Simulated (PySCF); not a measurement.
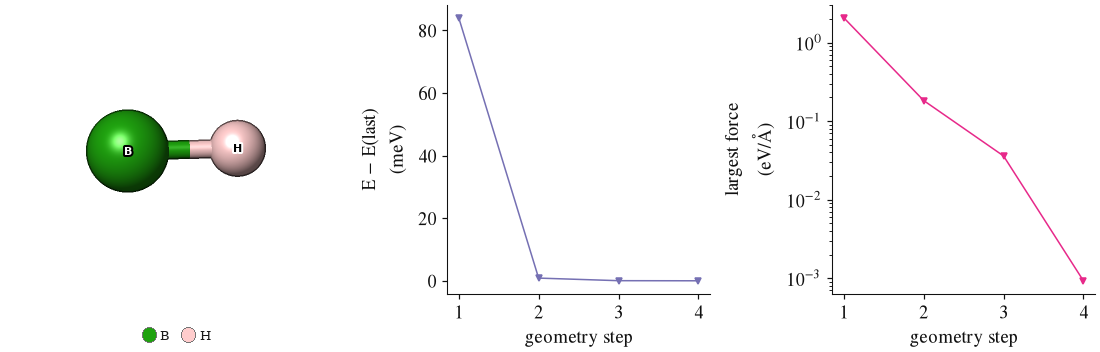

Beside the plot: the molecule at the start.

History of a geometry optimisation.

- system: Boron monohydride
- method: PBE0-D3(BJ)/def2-SVP, geometry optimisation (PySCF 2.14.0, density fitting)

Q: How did it end, and what did it gain?

A: The optimisation met its thresholds at geometry 4, counting the start as the first. The energy fell by about 84 meV from the first step to the last. The largest force goes from about 2.1 eV/Å at the start to 9 × 10⁻⁴ eV/Å at the end.
